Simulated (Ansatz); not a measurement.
CH5OSSi: several calculations on one system

Part 1: Relaxation

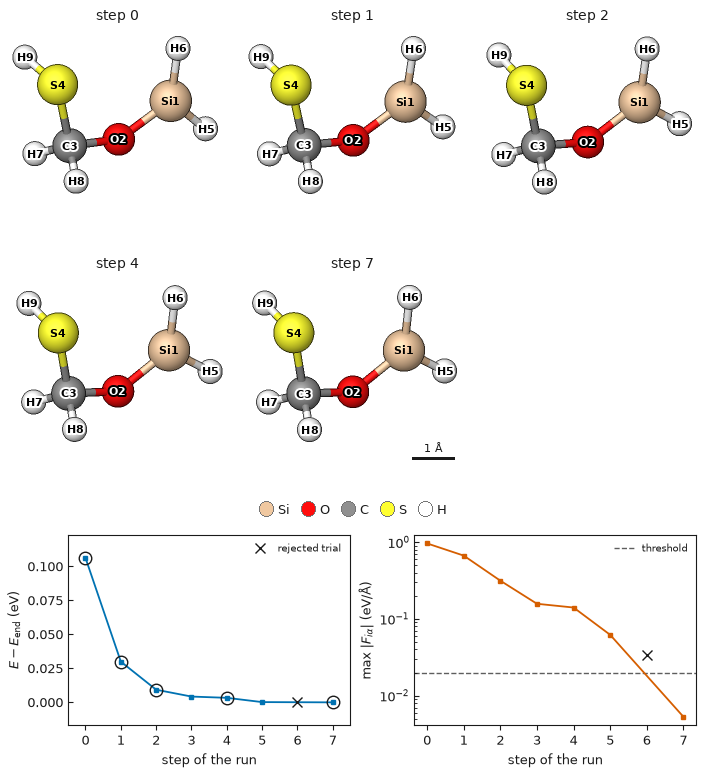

Frames of a relaxation of CH₅OSSi (charge +1), marked on the history of the run. Style: ball-and-stick. Shown at a tilt.

The run prepares an end point of a later path (hydrogen shift) calculation, from a guessed geometry.

All numbers below come from UKS PBE0-D4/def2-SVP (Ansatz).

The input:
```yaml
crystal:
  periodic: [false, false, false]
  atoms:
    - { symbol: Si, position_ang: [0.0037, 1.46759, -0.9873] }
    - { symbol: O, position_ang: [0.21071, -0.07044, -0.79173] }
    - { symbol: C, position_ang: [0.32716, -1.06899, 0.21178] }
    - { symbol: S, position_ang: [-0.08122, -0.39806, 1.8448] }
    - { symbol: H, position_ang: [0.15691, 1.7003, -2.40405] }
    - { symbol: H, position_ang: [-0.2855, 2.37623, 0.10777] }
    - { symbol: H, position_ang: [-0.32417, -1.90076, -0.05753] }
    - { symbol: H, position_ang: [1.37002, -1.39471, 0.2324] }
    - { symbol: H, position_ang: [-1.37761, -0.71117, 1.84386] }
total_charge: 1
magnetization:
  spin_polarized: true
basis:
  gaussian: { orbitals: def2-SVP }
hamiltonian:
  xc: pbe0
  dispersion: d4
relax:
  f_tol: 0.02
  max_steps: 50
output:
  orbitals: {}
```

Command:
```bash
ansatz run input.yaml --threads 2 --pin off --max-ram 3072MiB --backend cpu --events-out ev --progress --plain --runs-dir out
```

Describe the path.

The energy falls by 0.106 eV in 6 accepted moves (7 points after the start). The largest force component goes from 0.96 to 0.0053 eV/Å. The line search rejected the trial step at point 6 of the run. H5 moves most after the best rigid fit: 0.17 Å. By element the largest moves are H 0.17 Å, O 0.11 Å, Si 0.06 Å, C 0.04 Å, S 0.03 Å. Some distances before and after: Si1–S4 3.392 → 3.348 Å, O2–C3 1.420 → 1.448 Å, Si1–H5 1.444 → 1.471 Å, C3–S4 1.812 → 1.786 Å. Among the angles between lasting bonds that change: H5–Si1–H6 131.3° → 124.2°, Si1–O2–C3 142.2° → 135.4°, O2–Si1–H5 105.5° → 112.0°. Cost: 16 s on 2 threads of Intel(R) Xeon(R) 6975P-C (Granite Rapids), with other jobs on the host, peak memory 0.26 GiB. From step 0 to 1: H5 moves most (0.08 Å), energy −0.076 eV. From step 1 to 2: H atoms move most (0.09 Å), energy −0.021 eV. From step 2 to 4: H6 moves most (0.06 Å), energy −0.006 eV. From step 4 to 7: H9 moves most (0.02 Å), energy −0.003 eV.

Part 2: Relaxation

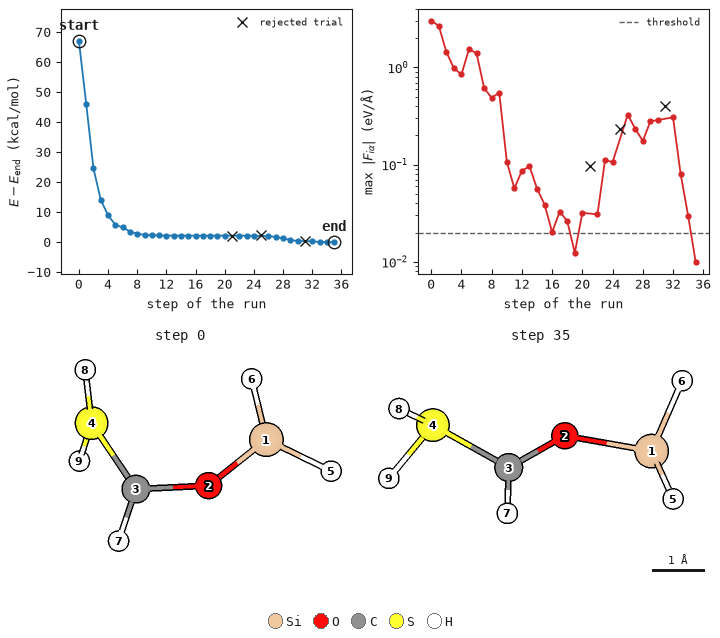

First and last geometry of a relaxation of CH$_{5}$OSSi (charge +1), with the history of the run. Style: ball-and-stick. Shown at a tilt.

The run prepares an end point of a later path (hydrogen shift) calculation, from a guessed geometry.

The calculation used UKS PBE0-D4/def2-SVP (Ansatz).

Input
```yaml
crystal:
  periodic: [false, false, false]
  atoms:
    - { symbol: Si, position_ang: [0.0037, 1.46759, -0.9873] }
    - { symbol: O, position_ang: [0.21071, -0.07044, -0.79173] }
    - { symbol: C, position_ang: [0.32716, -1.06899, 0.21178] }
    - { symbol: S, position_ang: [-0.08122, -0.39806, 1.8448] }
    - { symbol: H, position_ang: [0.15691, 1.7003, -2.40405] }
    - { symbol: H, position_ang: [-0.2855, 2.37623, 0.10777] }
    - { symbol: H, position_ang: [-0.32417, -1.90076, -0.05753] }
    - { symbol: H, position_ang: [1.15744, -0.04186, 2.338] }
    - { symbol: H, position_ang: [-1.37761, -0.71117, 1.84386] }
total_charge: 1
magnetization:
  spin_polarized: true
basis:
  gaussian: { orbitals: def2-SVP }
hamiltonian:
  xc: pbe0
  dispersion: d4
relax:
  f_tol: 0.02
  max_steps: 50
```

Command:
```bash
ansatz run input.yaml --threads 2 --pin off --max-ram 3072MiB --backend cpu --events-out ev --progress --plain --runs-dir out
```

Q: What do the curves and the structures tell?

A: It converged. The energy falls by 67.1 kcal/mol in 32 accepted moves (35 points after the start). Largest force component: 3 eV/Å at the start, 0.0099 eV/Å at the end. The line search rejected the trial steps at points 21, 25, 31 of the run. The forces were under the threshold at step 19, but the run went on from there. The atom that moves furthest after the best rigid fit is H6 (1.44 Å). Largest moves by element: H 1.44 Å, O 1.25 Å, C 0.80 Å, Si 0.63 Å, S 0.39 Å. Among the contacts that change: Si1–O2 1.564 → 1.711 Å, O2–C3 1.420 → 1.296 Å, C3–S4 1.812 → 1.744 Å, Si1–H5 1.444 → 1.489 Å. Bond angles that change, for instance: H8–S4–H9 159.0° → 93.3°, O2–Si1–H6 123.2° → 103.4°, O2–C3–H7 108.2° → 124.5°.

| step | E − E(0), kcal/mol | largest force component, eV/Å | note |
| --- | --- | --- | --- |
| 0 | 0.00 | 3.0194 |  |
| 1 | -20.91 | 2.6858 |  |
| 2 | -42.51 | 1.4444 |  |
| 3 | -52.96 | 0.9804 |  |
| 4 | -58.13 | 0.8467 |  |
| 5 | -61.25 | 1.5466 |  |
| 6 | -62.14 | 1.3958 |  |
| 7 | -63.52 | 0.6136 |  |
| 8 | -64.26 | 0.4858 |  |
| 9 | -64.61 | 0.5513 |  |
| 10 | -64.76 | 0.1074 |  |
| 11 | -64.83 | 0.0570 |  |
| 13 | -64.87 | 0.0961 |  |
| 14 | -64.88 | 0.0568 |  |
| 15 | -64.89 | 0.0387 |  |
| 17 | -64.90 | 0.0329 |  |
| 18 | -64.90 | 0.0262 |  |
| 19 | -64.90 | 0.0124 |  |
| 21 | -64.90 | 0.0971 | rejected |
| 22 | -64.91 | 0.0308 |  |
| 23 | -64.92 | 0.1117 |  |
| 24 | -64.93 | 0.1060 |  |
| 26 | -65.04 | 0.3264 |  |
| 27 | -65.31 | 0.2339 |  |
| 28 | -65.77 | 0.1751 |  |
| 30 | -66.70 | 0.2876 |  |
| 31 | -66.60 | 0.3991 | rejected |
| 32 | -66.75 | 0.3070 |  |
| 34 | -67.05 | 0.0298 |  |
| 35 | -67.06 | 0.0099 |  |

Part 3: Path

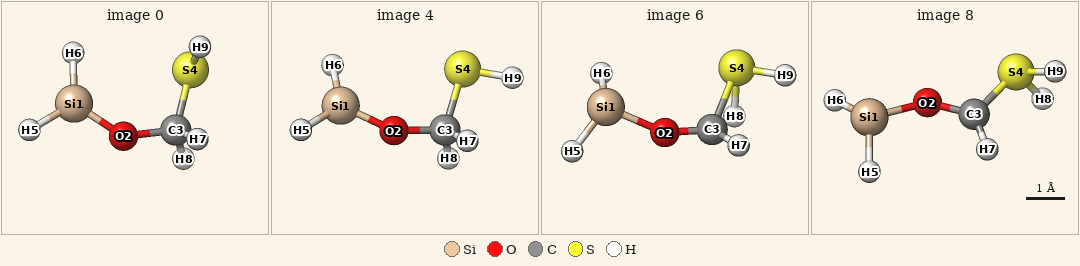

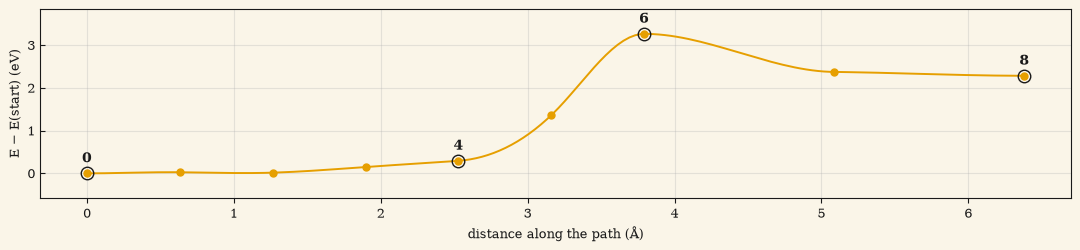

A nudged-elastic-band calculation for CH$_{5}$OSSi (charge +1). Images are numbered from 0 (start) to 8 (end). The picture is a ball-and-stick view, seen from a free direction.

Level of theory: Ansatz 0.2.0, UKS PBE0-D4/def2-SVP. Run with 7 movable images; climbing image; force threshold 0.03 eV/Å; iteration limit 60; starting path through a guess of the saddle point.

Describe the mechanism and the energy profile.

The highest point, image 6, lies 3.27 eV above the start and 0.98 eV above the end; the end is at +2.28 eV relative to the start. A hydrogen atom shifts from one atom to another. Breaking: C3–H8 (1.10 → 1.60 at the top → 2.50 Å). Forming: S4–H8 (2.38 → 1.44 at the top → 1.37 Å). The band is converged. At the top, the vibrational analysis gives one imaginary mode (1314i cm⁻¹), as a transition state must have.

The run took 6.6 min on 2 threads of Intel(R) Xeon(R) 6975P-C (Granite Rapids) (shared host), peak memory 0.29 GiB.
